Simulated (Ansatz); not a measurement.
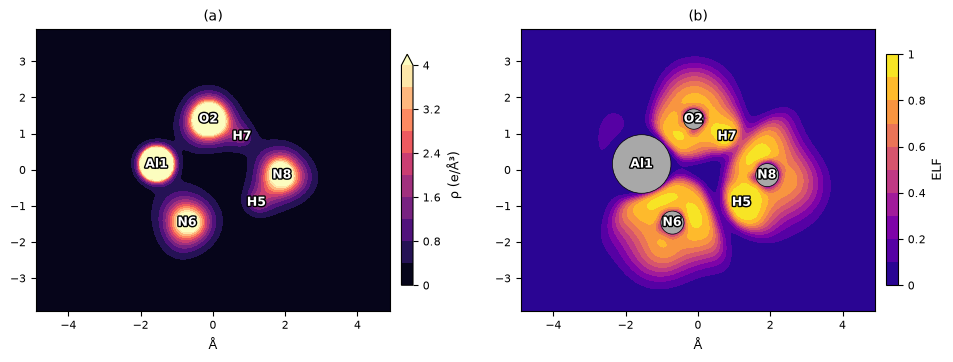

Figure 1: AlH6NO3···NH3. (a) electron density; (b) ELF on the plane of atoms Al1, O2 and H7. Grey discs cover the atomic cores in the ELF map.

The product side of a reaction path; geometry: PBE0-D4/def2-TZVP.

Method: Ansatz, RKS PBE0-D4/def2-TZVPP.

```xyz
15

Al   -0.5564   -0.1795   -1.0213
O    -0.5349   -1.1682    0.6037
O     0.0539   -1.5189   -1.9339
O    -2.1349    0.4486   -1.2740
H     0.9456    0.9431    1.2813
N     0.5865    1.2161   -0.6735
H     0.0321   -0.6886    1.3455
N     0.8507    0.3510    2.1262
H    -0.1786   -2.0429    0.4162
H     0.0187   -1.5471   -2.8868
H    -2.8968   -0.1222   -1.3414
H     1.4888    1.1911   -1.1301
H     0.1971    2.1362   -0.8340
H     1.7694    0.1143    2.4776
H     0.3588    0.8669    2.8446
```

Interpret the plot.

Answer. The plane passes through Al, O, H and N nuclei. N8···H7 (1.54 Å): the density falls to about 0.56 e/Å³ on the way; the ELF peaks at about 0.95 between the atoms (a closed-shell contact with the geometry of a hydrogen bond). Al–N (1.84 Å): ρ at the midpoint is about 0.78 e/Å³; the ELF peaks at about 0.95 in the valence shell of N, 0.7 Å from its nucleus, and is about 0.70 at the midpoint. Al–O (1.90 Å): ρ at the midpoint is about 0.57 e/Å³; the ELF peaks at about 0.90 in the valence shell of O, 0.6 Å from its nucleus, and is about 0.60 at the midpoint. N–H (1.04 Å): the density is about 2.9 e/Å³ at the midpoint; the ELF climbs to about 1 towards the hydrogen, as it does in any bond to H: an ordinary covalent bond to hydrogen.
